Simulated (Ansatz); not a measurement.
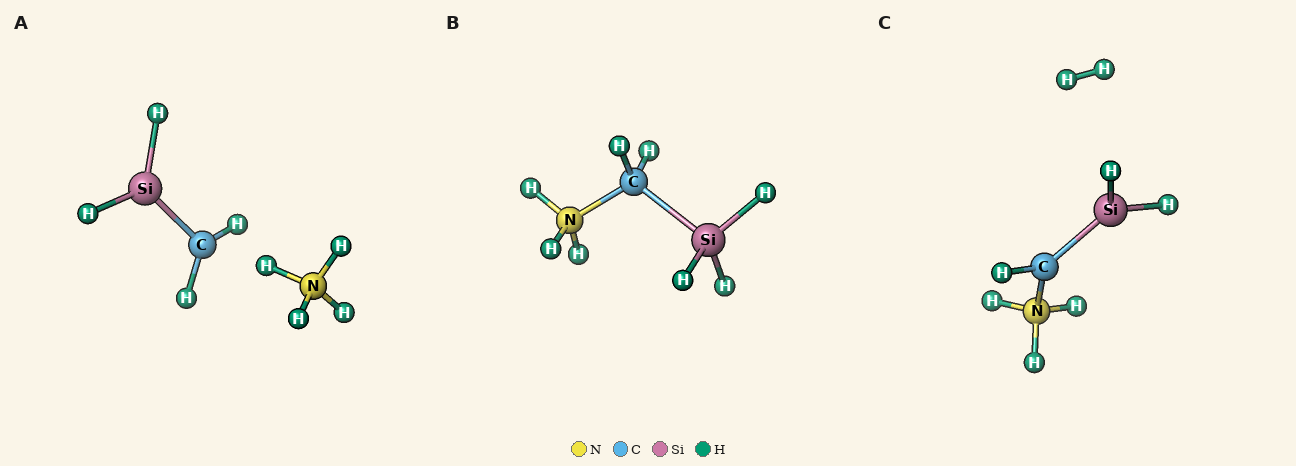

3 stationary structures of one formula. State: charge +1, singlet. Geometries: PBE-D4/def2-SVP. Electronic energies: PBE-D4/def2-SVP (Ansatz 0.2.0), without zero-point energy. No frequency run is at hand to confirm each as a minimum. Each is one conformer, not always the lowest.

Which structure is the most stable?

Answer. B is lowest; A lies 0.992 eV above it, C lies 2.291 eV above it.
